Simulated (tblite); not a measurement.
# C3H8ClFSi2: the cost of one run

The runs use tblite 0.8.0 and PySCF 2.14.0, with density-fitted response routines of our own; the level of theory stands in each step. All values are computed, except where a source is named. Atoms are numbered from 0 throughout.

## (1) The starting structure

15 atoms, charge 0, multiplicity 1; geometry from: force field or distance geometry start.

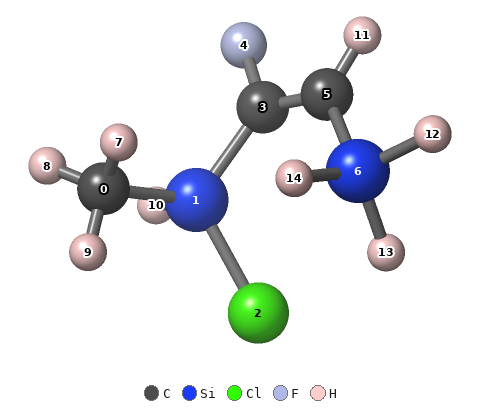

The starting geometry (carbon dark grey, silicon blue, chlorine green, fluorine light blue, hydrogen pink), atoms numbered; sticks join atoms by distance.

## (2) Geometry optimisation with GFN2-xTB

The job: settings as JSON, then the geometry in Å.

```
{"job": {"kind": "relax", "xc": "GFN2-xTB", "basis": "xTB"}, "charge": 0, "multiplicity": 1}
C     -2.113600    -0.706000     0.282600
Si    -1.016000     0.610300    -0.511700
Cl    -0.404000     0.059600    -2.403300
C      0.285600     1.222600     0.589500
F      0.001500     2.295300     1.406100
C      1.476000     0.687700     0.676300
Si     1.967300    -0.742600    -0.337200
H     -1.553900    -1.208800     1.067600
H     -3.008600    -0.234500     0.744000
H     -2.467300    -1.404900    -0.517700
H     -1.946400     1.754700    -0.698700
H      2.181700     1.143900     1.387400
H      3.368100    -1.014600     0.038200
H      1.998500    -0.495500    -1.781200
H      1.226800    -1.959100     0.036400
```

Started as:

```console
$ OMP_NUM_THREADS=1 python probes_run.py task.json out
```

The driver reads the jobs from task.json and runs them one after another.

Q: Estimate the wall time and peak memory of this first job on 1 thread of Intel Xeon at 2.50GHz, shared host.

About 2.4 s, with a peak of 0.18 GiB.
